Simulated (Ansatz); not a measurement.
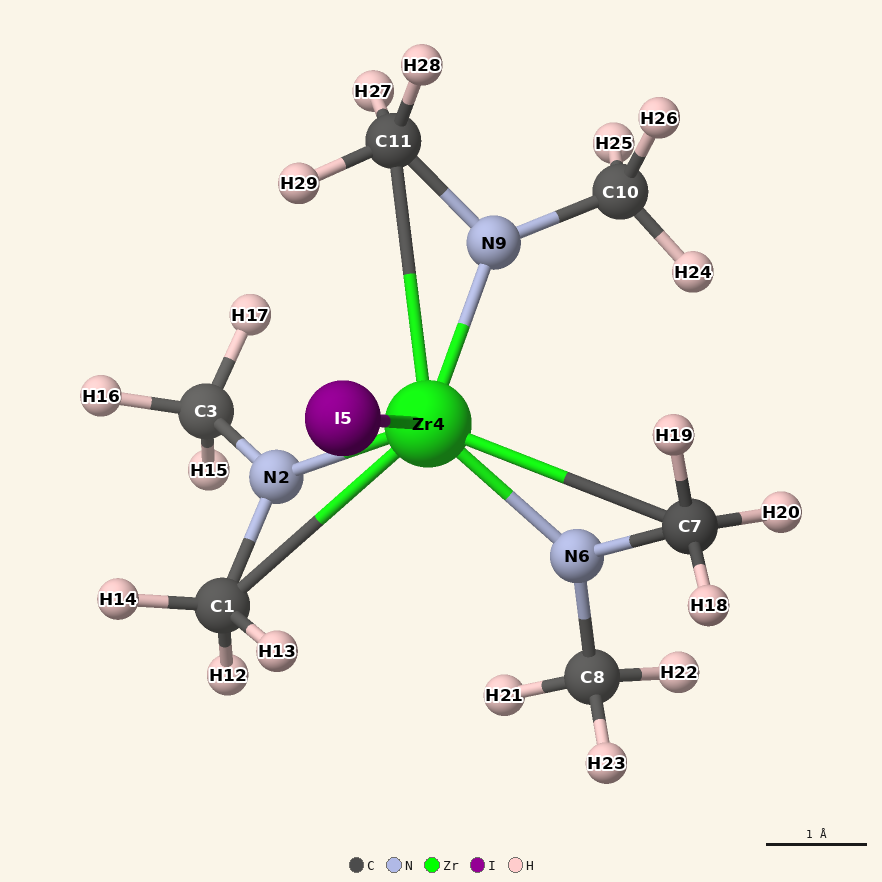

The atoms are numbered. Charge 0, singlet. The computed structure is the end point of a PBE0-D4/def2-TZVP optimisation. No frequency run is at hand to confirm it as a minimum.

### How are the neighbours of atom 3 arranged?

C3 has 4 neighbours (N2 at 1.44, H15 at 1.10, H16 at 1.10, H17 at 1.09 Å); the arrangement is tetrahedral.

### Describe the coordination of atom 2.

N2 has 3 neighbours (C1 at 1.44, C3 at 1.44, Zr4 at 2.02 Å); the arrangement is trigonal planar.

### What is the dihedral angle N9–Zr4–N6–C8?

122° in size, that is anticlinal.
